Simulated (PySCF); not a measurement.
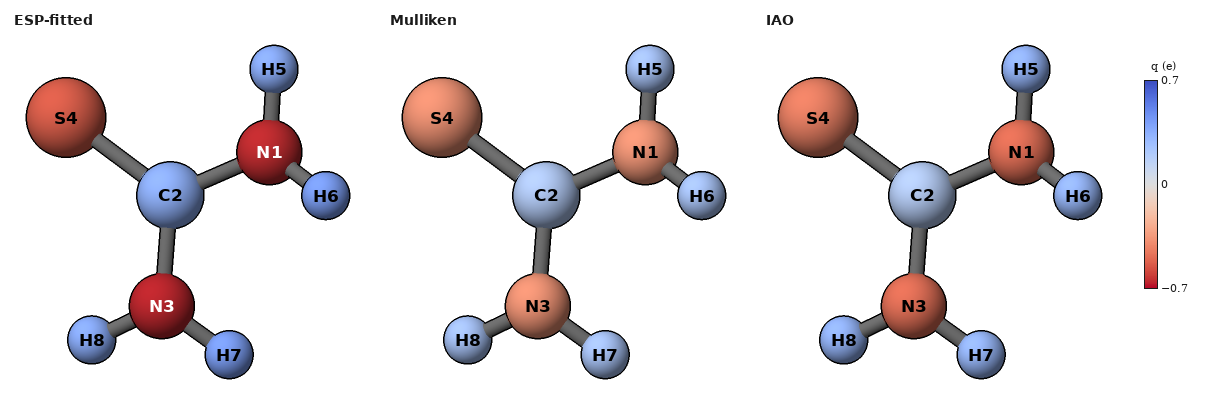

Atomic charges of one calculation by 3 schemes, on one colour scale. The computed structure is the end point of a PBE0-D3(BJ)/def2-SVP optimisation. No frequency run is at hand to confirm it as a minimum. Computed with PBE0/pcSseg-1 in chloroform (IEF-PCM) (PySCF 2.14.0).

Which scheme gives the most polar picture (largest mean size of the charges)?

The ESP-fitted charges are the largest in size here, and the Mulliken charges the smallest.

On which atom do the schemes disagree most?

On N1 (from −0.64 to −0.36 e); N3 (from −0.65 to −0.36 e).

List the charges (e), one line for each set of equivalent atoms.

```tsv
atom	ESP-fitted	Mulliken	IAO
N1, N3	−0.64	−0.36	−0.47
C2	0.32	0.18	0.17
S4	−0.52	−0.36	−0.42
H5, H8	0.34	0.23	0.30
H6, H7	0.40	0.22	0.29
```
